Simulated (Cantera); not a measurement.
Input: 1 mol SiHCl₃, 0.36 mol NH₃, 3.9 mol N₂, at 1.33 mbar.

These are equilibrium values from Cantera (NASA tables, ideal gas, pure condensed phases), not measurements of a reactor. Candidate condensed phases: NH₄Cl, Si, Si₃N₄; 28 gas species. The tables' values for SiCl₃, SiCl, SiN are old estimates; treat these amounts as uncertain. The numbers say what is thermodynamically allowed, not how fast it happens.

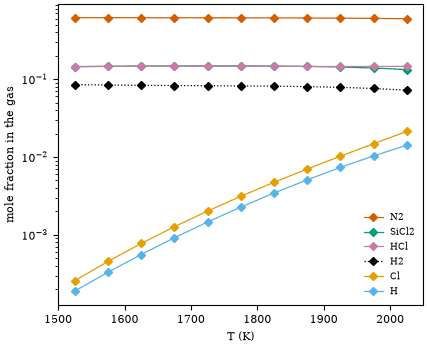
Figure. Equilibrium gas composition (values under 1e-9 drawn at 1e-9)

From 1525 K to 2025 K nothing is condensed. The main Si-bearing gas is SiCl₂ throughout.
